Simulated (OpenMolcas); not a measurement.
# CsNa (NaCs) at PBE/def2-TZVP (Cholesky decomposition, core potential)

Aim: the energy change on altering one bond length of CsNa (NaCs) at PBE/def2-TZVP (Cholesky decomposition, core potential), from 2 runs. 

The calculation is run with OpenMolcas 26.06.

### Step 1. The structure to begin with

The species is CsNa (2 atoms), meant as a singlet with charge 0. SMILES: `[Na][Cs]`. Geometry: a GFN2-xTB relaxation, a rough one for these elements and not checked as a minimum.

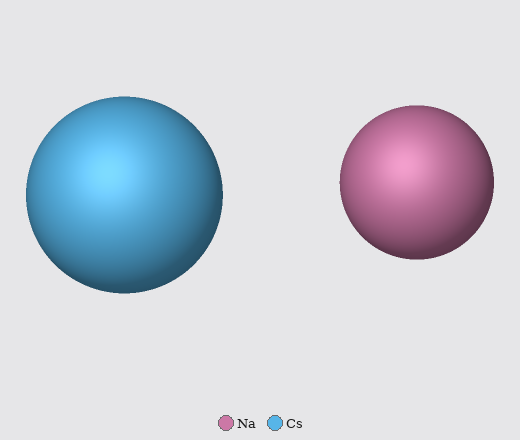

Viewed from a chosen angle; sodium pink, caesium blue.

### Step 2. A single-point energy at PBE/def2-TZVP (Cholesky decomposition, core potential)

Contents of job.input:

```
* CsNa Kohn-Sham DFT
>>> EXPORT MOLCAS_PRINT=2

&gateway
  baslib=$CurrDir
  coord
  2
  bohr
  Na     0.00000000     0.00000000     0.00000000
  Cs     0.00000000     0.00000000     6.39921737
  basis=def2-TZVP
  group=NoSym

&seward
  medium

&scf
  ksdft=PBE
  prorbitals=0
```

The basis set def2-TZVP is read from a file made from the Basis Set Exchange's data (not shown).

Started as:

```console
export MOLCAS_MEM=1860
pymolcas job.input > job.log
```

Log, shortened:

```text
--- Start Module: gateway ---
[...]
--- Stop Module: gateway /rc=_RC_ALL_IS_WELL_ ---
--- Start Module: seward ---
[...]
      Basis functions           61
--- Stop Module: seward /rc=_RC_ALL_IS_WELL_ ---
--- Start Module: scf ---
[...]
       Convergence after  11 Iterations
[...]
::    Total KS-DFT energy                            -182.3276766830
[...]
      Total spin, S                                     0.0000000000
[...]
      Total electronic charge=   20.000000
      Total            charge=   -0.000000
[...]
      Dipole Moment (debye):
      Origin of the operator (angstrom)=    0.0000    0.0000    2.8869
                   X= -5.8943E-15               Y=  7.1846E-16               Z=  3.6544E+00           Total=  3.6544E+00
      Quadrupole Moment (debye*angstrom):
[...]
--- Stop Module: scf /rc=_RC_ALL_IS_WELL_ ---
[...]
```

Wall time 3.3 s (1 thread of Arm Neoverse V1, shared host); peak memory 0.094 GiB.

### Step 3. The distorted shape, same level

Contents of job.input:

```
&GATEWAY
  BasLib=$CurrDir
  Coord
  2
  bohr
  Na     0.00000000     0.00000000    -9.59882606
  Cs     0.00000000     0.00000000     6.39921737
  Basis=def2-TZVP
  Group=NoSym

&SEWARD
  Medium

&SCF
  KSDFT=PBE
  PrOrbitals=0
```

The basis set def2-TZVP is read from a file made from the Basis Set Exchange's data (not shown).

Started as:

```console
export MOLCAS_MEM=1860
pymolcas job.input > job.log
```

Log, shortened:

```text
--- Start Module: gateway ---
[...]
--- Stop Module: gateway /rc=_RC_ALL_IS_WELL_ ---
--- Start Module: seward ---
[...]
      Basis functions           61
--- Stop Module: seward /rc=_RC_ALL_IS_WELL_ ---
--- Start Module: scf ---
[...]
       Convergence after  38 Iterations
[...]
::    Total KS-DFT energy                            -182.2946783867
[...]
      Total spin, S                                     0.0000000000
[...]
      Total electronic charge=   20.000000
      Total            charge=   -0.000000
[...]
      Dipole Moment (debye):
      Origin of the operator (angstrom)=    0.0000    0.0000    2.1379
                   X=  9.9422E-16               Y= -2.9898E-15               Z= -7.4381E+00           Total=  7.4381E+00
      Quadrupole Moment (debye*angstrom):
[...]
--- Stop Module: scf /rc=_RC_ALL_IS_WELL_ ---
[...]
```

Wall time 5.7 s (1 thread of Arm Neoverse V1, shared host); peak memory 0.094 GiB.

### Step 4. Outcome

Level: PBE/def2-TZVP (Cholesky decomposition, core potential).

| quantity | value |
| --- | --- |
| first shape: total energy | -182.32768 Eh |
| first shape: dipole moment | 3.65 D |
| first shape: HOMO energy | -2.68 eV |
| first shape: LUMO energy | -1.51 eV |
| first shape: HOMO–LUMO gap | 1.17 eV |
| distorted shape: total energy | -182.29468 Eh |
| distorted shape: dipole moment | 7.44 D |
| distorted shape: HOMO energy | -2.38 eV |
| distorted shape: LUMO energy | -2.31 eV |
| distorted shape: HOMO–LUMO gap | 0.07 eV |
| energy change with the Na1–Cs2 bond stretched from 3.386 to 8.466 Å | 0.898 eV |

What this shows: One bond (distorted shape) is far stretched, which a spin-restricted single reference describes badly; a broken-symmetry solution may lie lower. With the Na1–Cs2 bond stretched from 3.386 to 8.466 Å the energy rises by 0.90 eV (86.6 kJ/mol). The first shape isn't relaxed at this level, so the change isn't measured from a minimum. A restricted reference can't describe the breaking bond well at this length.
